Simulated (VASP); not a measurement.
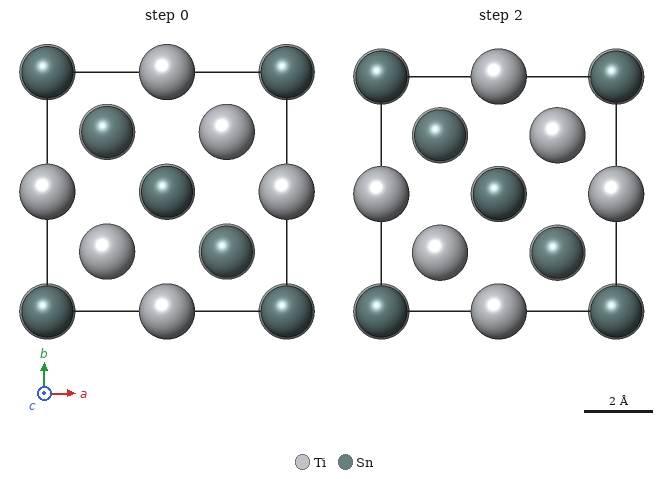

The structure of solid TiSn (a generated structure, set up in Fd-3m) before (left) and after (right) a relaxation, at one scale.

A spheres-only model of the conventional cell (4 times the calculation's cell), seen along the c axis. Lengths and directions refer to the drawn axes.

The run lets cell and atoms move.

All numbers below come from Kohn-Sham DFT of a periodic cell, PBE, VASP PAW PBE potentials, recommended (VASP 6.6.1).

Input file:
```
PREC = Normal ; ENCUT = 520
EDIFF = 1E-4 ; ISMEAR = 0
SIGMA = 0.15 ; LREAL = F
LASPH = T ; NELM = 60
ALGO = Fast ; ISIF = 3
LWAVE = F ; LCHARG = F
GGA = PE ; IBRION = 2
NSW = 24 ; EDIFFG = -0.08
```

Run as
```bash
cat potpaw_PBE.64/Ti_sv/POTCAR potpaw_PBE.64/Sn_d/POTCAR > POTCAR
mpirun -np 1 vasp_std > vasp.out
```

Describe what moved and what it gained.

The atoms keep their places relative to the cell (all moves are under 0.005 Å). The drawn cell changes as follows: a = b = c 7.068 → 6.935 Å (−1.9 %); the volume changes by −5.5 %. Near-neighbour distances that change, for instance: Sn–Sn 3.060 → 3.003 Å, Ti–Ti 3.060 → 3.003 Å, Sn–Ti 3.060 → 3.003 Å. The space group stays Fd-3m (No. 227). Over 2 geometry steps the energy falls by 16.1 meV per atom. All forces vanish by symmetry, so only the cell relaxes. Pressure: −4.23 GPa at the start and −0.40 GPa at the end.
